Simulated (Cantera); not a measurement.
Input: 1 mol FeS, 1.7 mol H2S, 0.53 mol O2, at 1.80 bar.

Equilibrium computed with Cantera from the NASA thermochemical tables; the gas is ideal and each condensed phase is pure. Candidate condensed phases: Fe, FeO, Fe(OH)2, Fe(OH)3, FeS, FeSO4, FeS2, Fe2O3, Fe2(SO4)3, Fe3O4, H2O, H2SO4, S; 22 gas species. FeS: taken at fixed stoichiometry. Gases not in the tables: S3 to S7. The numbers say what is thermodynamically allowed, not how fast it happens.

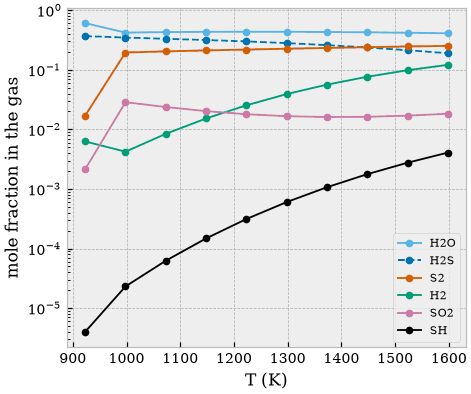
Equilibrium gas composition (values under 1e-9 drawn at 1e-9)

Read off the mole fractions at 923 K.

H2O about 0.61, H2S about 0.37, S2 about 0.017, H2 about 0.0063, SO2 about 0.0021, SH about 4.0e-6.
